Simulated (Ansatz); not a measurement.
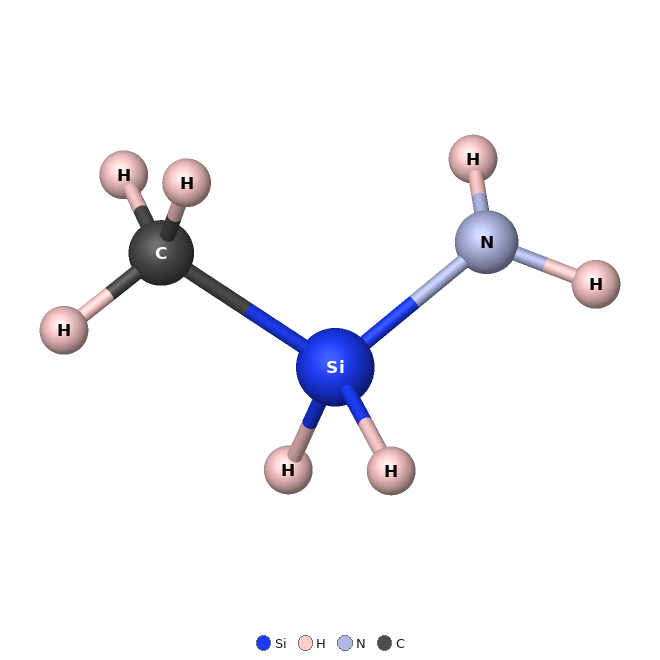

Harmonic vibrations computed with RKS PBE0-D4/def2-TZVP (Ansatz 0.2.0) at a stationary point of the same level.

How many imaginary frequencies does it have?

A minimum: no imaginary frequency, and the lowest mode lies at 151 cm⁻¹.

List the wavenumbers.

24 modes: 151, 164, 267, 407, 500, 655, 687, 745, 834, 876, 894, 952, 978, 1276, 1448, 1450, 1585, 2160, 2213, 3049, 3129, 3143, 3597, 3689 cm⁻¹.
